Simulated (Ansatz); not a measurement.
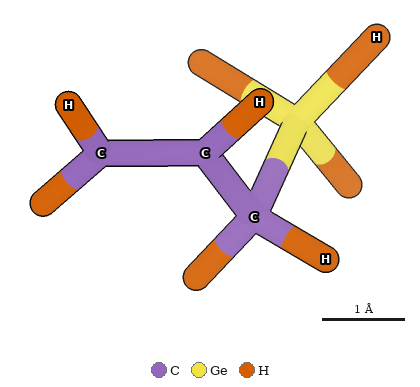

**Figure 1.** The input geometry (stick view, seen at a tilt). Sticks mark near contacts.

Geometry relaxation of C$_{3}$H$_{8}$Ge

C$_{3}$H$_{8}$Ge, computed with RKS r2SCAN-D4/def2-SVP (Ansatz 0.2.0).

The geometry: GFN2-xTB start. Figures and captions count atoms from 1; the log counts them from 0 in places.

### Log
```
Functional definition: r2SCAN
  name "r2SCAN"
  cite "Furness, Kaplan, Ning, Perdew & Sun, J. Phys. Chem. Lett. 11, 8208 (2020) doi:10.1021/acs.jpclett.0c02405"
  cite "Furness, Kaplan, Ning, Perdew & Sun, J. Phys. Chem. Lett. 11, 9248 (2020) doi:10.1021/acs.jpclett.0c03077"
  parent r2scan
  parameter k0 = 0.174
  parameter k1 = 0.065
  parameter a1 = 4.9479
  exchange = r2scan_x(k0 = k0, k1 = k1, a1 = a1)
  correlation = r2scan_c
these checks for a lower state are left out or cut short: stability, starts, cluster_reference, orbital_swaps, neighbouring_geometries, increment
1289 factors; their error is unknown
mean field evaluation 1: about -59739.3003 eV, gradient 5.5e1 eV
mean field evaluation 2: about -59732.4988 eV, gradient 7.4e1 eV
mean field evaluation 4: about -59747.0683 eV, gradient 5.2e0 eV
mean field evaluation 8: about -59747.1447 eV, gradient 3.9e-1 eV
mean field evaluation 16: about -59747.0747 eV, gradient 1.5e-4 eV
mean field -59747.07471774 eV, -2195.6644978553 hartree, gradient 5.1e-6 eV, S^2 0.000000; 0 other end points of the search recorded, 0 dependent functions left out
the calculation of the forces begins
reference -59747.07472873 eV, -2195.6644982592 hartree; 29, 29 occupied and 85, 85 virtual orbitals, 1289 factors
relax step   1: F+E_penalty+E_count = -59747.13142645 eV  Δ(F+E_penalty+E_count) = +0.000e0 eV  max|allowed force component| = 7.903e-1 eV/Å  Δτ_max = 0.0000 Å  (18 SCF iters, accepted)
these checks for a lower state are left out or cut short: stability, starts, cluster_reference, orbital_swaps, neighbouring_geometries, increment
1289 factors; their error is unknown
mean field -59747.16423896 eV, -2195.6677876993 hartree, gradient 1.7e-6 eV, S^2 0.000000; 0 other end points of the search recorded, 0 dependent functions left out
the calculation of the forces begins
reference -59747.16424998 eV, -2195.6677881041 hartree; 29, 29 occupied and 85, 85 virtual orbitals, 1289 factors
relax step   2: F+E_penalty+E_count = -59747.22086231 eV  Δ(F+E_penalty+E_count) = -8.944e-2 eV  max|allowed force component| = 2.558e-1 eV/Å  Δτ_max = 0.0629 Å  (20 SCF iters, accepted)
these checks for a lower state are left out or cut short: stability, starts, cluster_reference, orbital_swaps, neighbouring_geometries, increment
1289 factors; their error is unknown
mean field evaluation 32: about -59747.2331 eV, gradient 3.4e-3 eV
mean field -59747.16869155 eV, -2195.6679513290 hartree, gradient 1.8e-6 eV, S^2 0.000000; 0 other end points of the search recorded, 0 dependent functions left out
the calculation of the forces begins
reference -59747.16870259 eV, -2195.6679517346 hartree; 29, 29 occupied and 85, 85 virtual orbitals, 1289 factors
relax step   3: F+E_penalty+E_count = -59747.22530972 eV  Δ(F+E_penalty+E_count) = -4.447e-3 eV  max|allowed force component| = 7.786e-2 eV/Å  Δτ_max = 0.0186 Å  (20 SCF iters, accepted)
these checks for a lower state are left out or cut short: stability, starts, cluster_reference, orbital_swaps, neighbouring_geometries, increment
1289 factors; their error is unknown
mean field -59747.16774812 eV, -2195.6679166585 hartree, gradient 1.7e-6 eV, S^2 0.000000; 0 other end points of the search recorded, 0 dependent functions left out
the calculation of the forces begins
reference -59747.16775915 eV, -2195.6679170640 hartree; 29, 29 occupied and 85, 85 virtual orbitals, 1289 factors
relax step   4: F+E_penalty+E_count = -59747.22441399 eV  Δ(F+E_penalty+E_count) = +8.957e-4 eV  max|allowed force component| = 2.679e-1 eV/Å  Δτ_max = 0.0481 Å  (20 SCF iters, rejected (line search))
these checks for a lower state are left out or cut short: stability, starts, cluster_reference, orbital_swaps, neighbouring_geometries, increment
1289 factors; their error is unknown
mean field -59747.16923627 eV, -2195.6679713469 hartree, gradient 1.8e-6 eV, S^2 0.000000; 0 other end points of the search recorded, 0 dependent functions left out
the calculation of the forces begins
reference -59747.16924730 eV, -2195.6679717525 hartree; 29, 29 occupied and 85, 85 virtual orbitals, 1289 factors
relax step   5: F+E_penalty+E_count = -59747.22584272 eV  Δ(F+E_penalty+E_count) = -5.330e-4 eV  max|allowed force component| = 5.697e-2 eV/Å  Δτ_max = 0.0233 Å  (20 SCF iters, accepted)
these checks for a lower state are left out or cut short: stability, starts, cluster_reference, orbital_swaps, neighbouring_geometries, increment
1289 factors; their error is unknown
mean field -59747.16989940 eV, -2195.6679957168 hartree, gradient 1.8e-6 eV, S^2 0.000000; 0 other end points of the search recorded, 0 dependent functions left out
the calculation of the forces begins
reference -59747.16991044 eV, -2195.6679961223 hartree; 29, 29 occupied and 85, 85 virtual orbitals, 1289 factors
relax step   6: F+E_penalty+E_count = -59747.22651815 eV  Δ(F+E_penalty+E_count) = -6.754e-4 eV  max|allowed force component| = 4.297e-2 eV/Å  Δτ_max = 0.0090 Å  (20 SCF iters, accepted)
these checks for a lower state are left out or cut short: stability, starts, cluster_reference, orbital_swaps, neighbouring_geometries, increment
1289 factors; their error is unknown
mean field evaluation 64: about -59747.1700 eV, gradient 1.6e-6 eV
mean field -59747.17003896 eV, -2195.6680008456 hartree, gradient 1.8e-6 eV, S^2 0.000000; 0 other end points of the search recorded, 0 dependent functions left out
the calculation of the forces begins
reference -59747.17005000 eV, -2195.6680012510 hartree; 29, 29 occupied and 85, 85 virtual orbitals, 1289 factors
relax step   7: F+E_penalty+E_count = -59747.22666255 eV  Δ(F+E_penalty+E_count) = -1.444e-4 eV  max|allowed force component| = 2.491e-2 eV/Å  Δτ_max = 0.0098 Å  (21 SCF iters, accepted)
these checks for a lower state are left out or cut short: stability, starts, cluster_reference, orbital_swaps, neighbouring_geometries, increment
1289 factors; their error is unknown
mean field -59747.17029448 eV, -2195.6680102356 hartree, gradient 1.8e-6 eV, S^2 0.000000; 0 other end points of the search recorded, 0 dependent functions left out
the calculation of the forces begins
reference -59747.17030551 eV, -2195.6680106410 hartree; 29, 29 occupied and 85, 85 virtual orbitals, 1289 factors
relax step   8: F+E_penalty+E_count = -59747.22693151 eV  Δ(F+E_penalty+E_count) = -2.690e-4 eV  max|allowed force component| = 1.921e-2 eV/Å  Δτ_max = 0.0381 Å  (19 SCF iters, accepted)
```

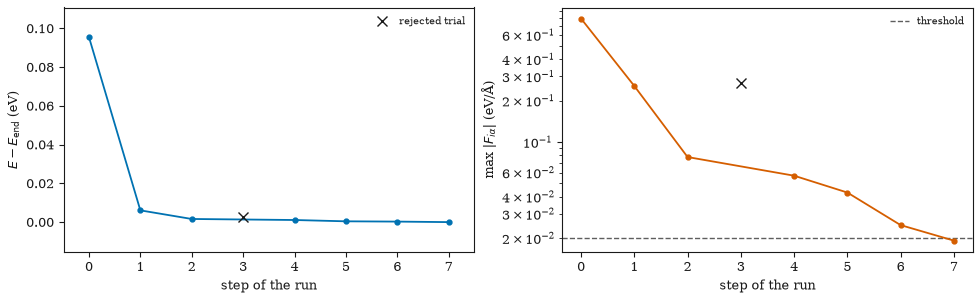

**Figure 2.** Progress of the relaxation, step by step (the first geometry is step 0 here and step 1 in the log).

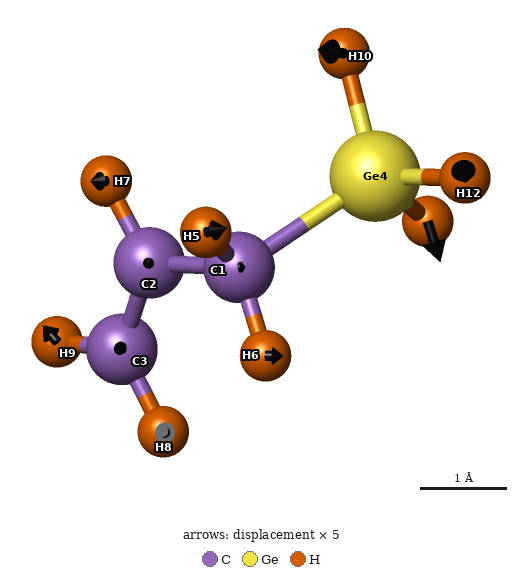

**Figure 3.** The starting structure with the displacements as black arrows, magnified 5 times (ball-and-stick view, seen at a tilt). The two geometries are laid on each other by the best rigid fit. After 7 geometry steps the energy has fallen by 0.096 eV. The largest force component goes from 0.79 to 0.019 eV/Å. The line search rejected the trial step at point 3 (counted from 0) and went back. The largest move after the best rigid fit is that of H11, 0.10 Å. Largest moves by element: H 0.10 Å, C 0.03 Å, Ge 0.01 Å. Distances before and after: Ge4–H10 1.496 → 1.538 Å, Ge4–H11 1.494 → 1.536 Å, C2–C3 1.321 → 1.340 Å, C3–H9 1.077 → 1.093 Å. (Atoms are counted from 1 in the order of the input.)

```
Total energy: -59747.22694254 eV, -2195.6700920133 hartree
Atom 0 at    -0.078085    -0.778710     0.305034 Å, force     0.002143     0.014268    -0.000144 eV/Å
Atom 1 at     0.511901     0.458961     0.893559 Å, force    -0.000344    -0.000080     0.006895 eV/Å
Atom 2 at    -0.174051     1.438000     1.499547 Å, force     0.007121    -0.019213    -0.001963 eV/Å
Atom 3 at    -0.079455    -0.713883    -1.668960 Å, force     0.000188    -0.003747    -0.004298 eV/Å
Atom 4 at     0.498040    -1.675218     0.591805 Å, force     0.004745    -0.001727     0.002142 eV/Å
Atom 5 at    -1.118926    -0.926473     0.636967 Å, force    -0.002958     0.001184     0.000405 eV/Å
Atom 6 at     1.600239     0.572695     0.784493 Å, force    -0.002931    -0.008700    -0.006577 eV/Å
Atom 7 at    -1.260222     1.376647     1.633111 Å, force    -0.003779     0.004536    -0.000612 eV/Å
Atom 8 at     0.328791     2.329259     1.884698 Å, force    -0.003893     0.009543     0.000235 eV/Å
Atom 9 at     1.350125    -0.460249    -2.176377 Å, force    -0.006454     0.000455     0.001824 eV/Å
Atom 10 at    -0.991433     0.428196    -2.141839 Å, force     0.002316    -0.002047     0.000267 eV/Å
Atom 11 at    -0.586944    -2.049246    -2.242049 Å, force     0.003847     0.005527     0.001827 eV/Å
Dipole moment:     0.004739    -0.076281     0.060167 e Å
Checks for a lower state left out: stability, starts, cluster_reference, orbital_swaps, neighbouring_geometries, increment
```

### Trajectory as extended XYZ (Å, eV, eV/Å), 8 frames, from step=1 to step=8
```
12
Properties=species:S:1:pos:R:3:forces:R:3 step=1 energy=-59747.13143
C    -0.0710   -0.7708    0.3174    0.1570   0.2649  -0.3297
C     0.5108    0.4743    0.8852    0.0626  -0.7524  -0.4051
C    -0.1842    1.4141    1.5007   -0.1864   0.4985   0.3024
Ge   -0.0734   -0.7107   -1.6641   -0.0446  -0.1558   0.6574
H     0.5159   -1.6371    0.6312    0.1660  -0.3767  -0.0159
H    -1.0944   -0.9104    0.6692   -0.3763  -0.1009   0.0331
H     1.5790    0.5944    0.7469    0.5457   0.1397  -0.0306
H    -1.2477    1.3223    1.6522   -0.6545  -0.0880   0.0714
H     0.2782    2.3082    1.8827    0.3158   0.5221   0.2042
H     1.3100   -0.5377   -2.2060    0.7903   0.0986  -0.1502
H    -0.8958    0.4294   -2.1707   -0.4765   0.6386  -0.1281
H    -0.6271   -1.9760   -2.2446   -0.2993  -0.6886  -0.2088
12
Properties=species:S:1:pos:R:3:forces:R:3 step=2 energy=-59747.22086
C    -0.0677   -0.7667    0.2963    0.0476   0.0556  -0.0258
C     0.5131    0.4766    0.8856   -0.0708  -0.2558  -0.1618
C    -0.1844    1.4275    1.5136   -0.0250   0.1210   0.0286
Ge   -0.0760   -0.7236   -1.6781    0.0152   0.0638   0.1946
H     0.5178   -1.6543    0.5822    0.0337  -0.0833   0.0467
H    -1.1038   -0.9205    0.6301   -0.0905  -0.0298   0.0470
H     1.5924    0.6042    0.7499    0.1418   0.0614   0.0164
H    -1.2627    1.3398    1.6597   -0.1569  -0.0378   0.0197
H     0.2900    2.3308    1.8960    0.1025   0.1024   0.0522
H     1.3619   -0.5377   -2.1706    0.0865   0.0146  -0.0837
H    -0.9349    0.4573   -2.1328   -0.0561   0.0717  -0.0880
H    -0.6456   -2.0335   -2.2318   -0.0280  -0.0838  -0.0460
12
Properties=species:S:1:pos:R:3:forces:R:3 step=3 energy=-59747.22531
C    -0.0699   -0.7748    0.3032    0.0204   0.0580  -0.0234
C     0.5098    0.4737    0.8814   -0.0258  -0.0655   0.0235
C    -0.1866    1.4345    1.5038    0.0138   0.0013   0.0779
Ge   -0.0743   -0.7161   -1.6715   -0.0075  -0.0176   0.0031
H     0.5175   -1.6631    0.5944   -0.0040   0.0057  -0.0116
H    -1.1079   -0.9301    0.6406   -0.0015  -0.0014  -0.0051
H     1.5944    0.6008    0.7534   -0.0023   0.0299   0.0048
H    -1.2675    1.3433    1.6631    0.0019   0.0052  -0.0281
H     0.2993    2.3314    1.8991    0.0088  -0.0003  -0.0444
H     1.3634   -0.5279   -2.1863   -0.0138   0.0032   0.0084
H    -0.9379    0.4615   -2.1506    0.0065  -0.0169   0.0107
H    -0.6402   -2.0332   -2.2305    0.0035  -0.0015  -0.0157
12
Properties=species:S:1:pos:R:3:forces:R:3 step=4 energy=-59747.22441 accepted=F
C    -0.0660   -0.7748    0.3043   -0.1066  -0.2679  -0.0238
C     0.5077    0.4602    0.8905    0.1152   0.2305   0.1240
C    -0.1851    1.4374    1.4920    0.0109  -0.0318   0.0494
Ge   -0.0806   -0.7126   -1.6690    0.0085   0.0154  -0.0179
H     0.5284   -1.6627    0.5885   -0.0483   0.0246  -0.0332
H    -1.1034   -0.9420    0.6433    0.0413   0.0115  -0.0254
H     1.5969    0.5764    0.7948    0.0039   0.0171  -0.0338
H    -1.2694    1.3660    1.6312   -0.0339   0.0119  -0.0316
H     0.3097    2.3299    1.8840    0.0126   0.0109  -0.0091
H     1.3512   -0.5005   -2.1882    0.0014  -0.0021   0.0013
H    -0.9592    0.4569   -2.1394   -0.0045  -0.0147   0.0083
H    -0.6303   -2.0343   -2.2321   -0.0005  -0.0053  -0.0080
12
Properties=species:S:1:pos:R:3:forces:R:3 step=5 energy=-59747.22584
C    -0.0691   -0.7765    0.3056   -0.0047  -0.0322   0.0105
C     0.5110    0.4647    0.8943    0.0036   0.0432  -0.0058
C    -0.1829    1.4309    1.5122   -0.0267   0.0379  -0.0570
Ge   -0.0766   -0.7146   -1.6687   -0.0002   0.0011  -0.0313
H     0.5179   -1.6678    0.5896   -0.0139   0.0088  -0.0078
H    -1.1075   -0.9359    0.6418    0.0141   0.0057  -0.0067
H     1.5958    0.5950    0.7665   -0.0116  -0.0061   0.0245
H    -1.2696    1.3578    1.6450    0.0387  -0.0151   0.0233
H     0.3048    2.3369    1.8851    0.0025  -0.0400   0.0086
H     1.3580   -0.5138   -2.1880   -0.0135   0.0031   0.0164
H    -0.9496    0.4566   -2.1469    0.0054  -0.0133   0.0156
H    -0.6322   -2.0333   -2.2365    0.0063   0.0070   0.0097
12
Properties=species:S:1:pos:R:3:forces:R:3 step=6 energy=-59747.22652
C    -0.0697   -0.7755    0.3038   -0.0140  -0.0430   0.0007
C     0.5105    0.4655    0.8914    0.0177   0.0270   0.0050
C    -0.1826    1.4346    1.5050   -0.0149   0.0072   0.0045
Ge   -0.0775   -0.7158   -1.6703    0.0026   0.0081  -0.0026
H     0.5163   -1.6668    0.5888   -0.0087   0.0050  -0.0021
H    -1.1083   -0.9339    0.6390    0.0063   0.0048  -0.0014
H     1.5967    0.5905    0.7736   -0.0017   0.0018   0.0005
H    -1.2674    1.3595    1.6451    0.0067  -0.0001  -0.0032
H     0.3086    2.3337    1.8880    0.0064  -0.0096  -0.0027
H     1.3567   -0.5069   -2.1845   -0.0026   0.0032   0.0001
H    -0.9562    0.4520   -2.1430   -0.0016  -0.0037  -0.0008
H    -0.6269   -2.0368   -2.2369    0.0038  -0.0006   0.0021
12
Properties=species:S:1:pos:R:3:forces:R:3 step=7 energy=-59747.22666
C    -0.0715   -0.7761    0.3038   -0.0100  -0.0249  -0.0017
C     0.5107    0.4644    0.8915    0.0143   0.0167   0.0077
C    -0.1809    1.4353    1.5036   -0.0095   0.0002   0.0056
Ge   -0.0780   -0.7152   -1.6702    0.0028   0.0024   0.0016
H     0.5125   -1.6684    0.5893   -0.0045   0.0026  -0.0015
H    -1.1104   -0.9324    0.6384    0.0027   0.0040  -0.0005
H     1.5974    0.5870    0.7759   -0.0006  -0.0006  -0.0023
H    -1.2659    1.3629    1.6426    0.0008   0.0013  -0.0028
H     0.3128    2.3322    1.8880    0.0051  -0.0017  -0.0028
H     1.3552   -0.4974   -2.1829   -0.0003   0.0027  -0.0008
H    -0.9632    0.4474   -2.1433   -0.0033  -0.0020  -0.0011
H    -0.6187   -2.0397   -2.2368    0.0024  -0.0008  -0.0015
12
Properties=species:S:1:pos:R:3:forces:R:3 step=8 energy=-59747.22693
C    -0.0781   -0.7787    0.3050    0.0021   0.0143  -0.0001
C     0.5119    0.4590    0.8936   -0.0003  -0.0001   0.0069
C    -0.1741    1.4380    1.4995    0.0071  -0.0192  -0.0020
Ge   -0.0795   -0.7139   -1.6690    0.0002  -0.0037  -0.0043
H     0.4980   -1.6752    0.5918    0.0047  -0.0017   0.0021
H    -1.1189   -0.9265    0.6370   -0.0030   0.0012   0.0004
H     1.6002    0.5727    0.7845   -0.0029  -0.0087  -0.0066
H    -1.2602    1.3766    1.6331   -0.0038   0.0045  -0.0006
H     0.3288    2.3293    1.8847   -0.0039   0.0095   0.0002
H     1.3501   -0.4602   -2.1764   -0.0065   0.0005   0.0018
H    -0.9914    0.4282   -2.1418    0.0023  -0.0020   0.0003
H    -0.5869   -2.0492   -2.2420    0.0038   0.0055   0.0018
```

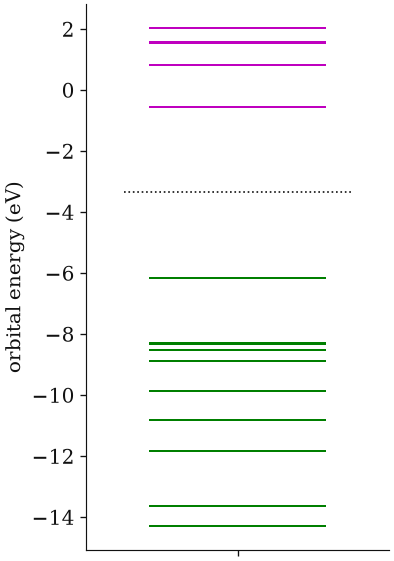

**Figure 4.** Orbital energies near the frontier; the dotted line parts filled from empty levels, and levels within 0.02 eV of each other stand side by side. Highest filled −6.15 eV, lowest empty −0.54 eV, 5.61 eV apart.

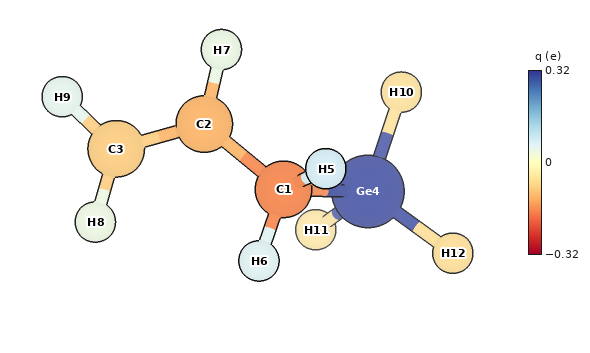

**Figure 5.** Mulliken charges, as the colour of each atom (ball-and-stick view, seen at a tilt; atoms are numbered from 1 in the order of the input). By element: C −0.16 to −0.09, Ge +0.30 and H −0.07 to +0.07 e.

The run was set up as follows.

### The input
```yaml
crystal:
  periodic: [false, false, false]
  atoms:
    - {symbol: C, position_ang: [-0.071040, -0.770840, 0.317400]}
    - {symbol: C, position_ang: [0.510760, 0.474320, 0.885210]}
    - {symbol: C, position_ang: [-0.184250, 1.414060, 1.500710]}
    - {symbol: Ge, position_ang: [-0.073420, -0.710680, -1.664130]}
    - {symbol: H, position_ang: [0.515850, -1.637130, 0.631200]}
    - {symbol: H, position_ang: [-1.094420, -0.910390, 0.669180]}
    - {symbol: H, position_ang: [1.578990, 0.594390, 0.746880]}
    - {symbol: H, position_ang: [-1.247750, 1.322280, 1.652180]}
    - {symbol: H, position_ang: [0.278170, 2.308200, 1.882750]}
    - {symbol: H, position_ang: [1.309970, -0.537660, -2.206010]}
    - {symbol: H, position_ang: [-0.895800, 0.429410, -2.170740]}
    - {symbol: H, position_ang: [-0.627080, -1.975980, -2.244640]}
basis:
  gaussian: {orbitals: def2-SVP}
hamiltonian: {xc: r2scan, dispersion: d4}
scf: {lower_state_search: "off"}
output: {orbitals: {seedname: orbitals}}
relax: {f_tol: 0.02, max_steps: 100}
```

Launched with:
```bash
ansatz run in.yaml --threads 2 --pin off --events-out ev --progress --plain --max-ram 4352MiB
```

### Results in brief

```csv
quantity,value
outcome,converged
total energy,−59747.2269 eV
mean-field energy,−59747.1703 eV
dispersion energy,−0.0566 eV
HOMO,−6.15 eV
LUMO,−0.54 eV
largest force (length of the vector) at the end,0.021 eV/Å
dipole moment,0.47 D
hardware,"2 threads of Arm Neoverse V1, 23 GiB of memory available, shared host"
wall time,22 s (CPU time 41 s)
peak memory,0.15 GiB
```
